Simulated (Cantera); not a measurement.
Feed: 1 mol SiC, 0.03 mol CO2, 6.8 mol H2, at 0.825 Torr.

Cantera equilibrium calculation (NASA polynomials, part measured and part estimated; ideal gas, pure solids and liquids). Candidate condensed phases: C, C6H6, C7H8, C8H18, H2O, Si, SiC, SiO2; 123 gas species. Gases not in the tables: Si2H6 and higher silanes. Equilibrium is a limit: real reactors are often held back by kinetics, nucleation or transport.

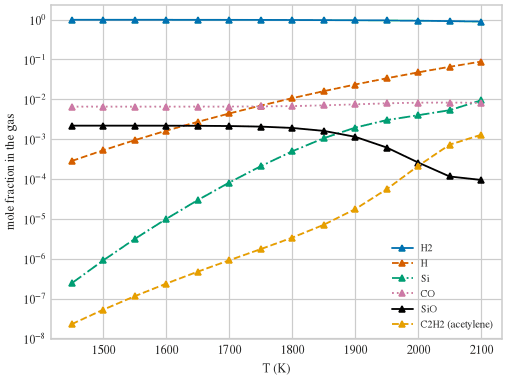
Figure. Equilibrium gas composition (values under 1e-9 drawn at 1e-9)

Q: Read off the mole fractions at 1700 K.

A: H2 about 0.99, CO about 0.0066, H about 0.0044, SiO about 0.0021, Si about 8.1e-5, C2H2 (acetylene) about 9.1e-7.
